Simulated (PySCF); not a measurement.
The calculation's input:

```
{"job": {"kind": "uv", "xc": "CAM-B3LYP", "basis": "def2-SVPD", "nstates": 8, "ntriplets": 3}, "charge": 0, "multiplicity": 1}
B      1.699537     1.166383     0.774198
C      0.766178     0.033034     0.428876
C      1.006640    -1.234572     0.004540
O     -0.149095    -1.875721    -0.197566
Si    -1.087399    -0.445306     0.264828
B     -2.036738     0.392643    -1.191481
H      1.281028     2.229569     1.033463
H      2.855642     0.971982     0.781058
H      1.926654    -1.766656    -0.196728
H     -1.645501    -0.866753     1.554968
H     -2.772783     1.272864    -0.970572
H     -1.842965     0.121846    -2.311611
```

Launched as:

```sh
OMP_NUM_THREADS=1 python probes_run.py task.json out
```

Geometry: GFN2-xTB.

Method: PySCF 2.14.0, CAM-B3LYP/def2-SVPD, SCF density, gas phase.

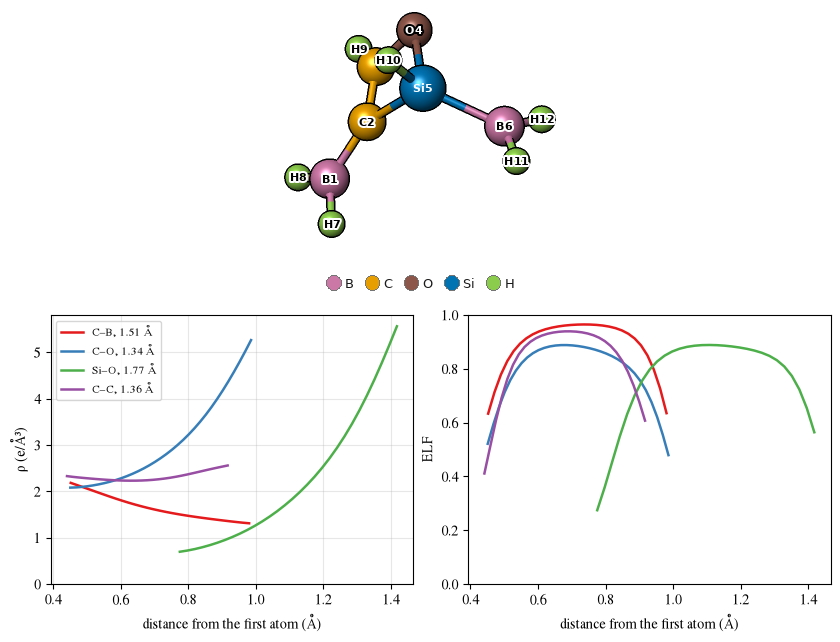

C₂H₆B₂OSi. Total electron density and electron localisation function along straight lines between neighbouring atoms. The curves leave out the atomic cores. The structure is drawn too.

> What can be read from the curves?

C–B (1.51 Å): ρ is about 1.5 e/Å³ halfway; the ELF peaks at about 0.95 between the atoms, as expected for localised, covalent bonding.
C–O (1.34 Å): ρ is about 2.5 e/Å³ halfway; the ELF peaks at about 0.90 between the atoms: a shared but strongly polarised pair.
Si–O (1.77 Å): ρ is about 0.89 e/Å³ halfway; the ELF peaks at about 0.90 between the atoms; a shared but strongly polarised pair.
C–C (1.36 Å): the density is about 2.2 e/Å³ at the midpoint; the ELF peaks at about 0.95 between the atoms, as expected for localised, covalent bonding.
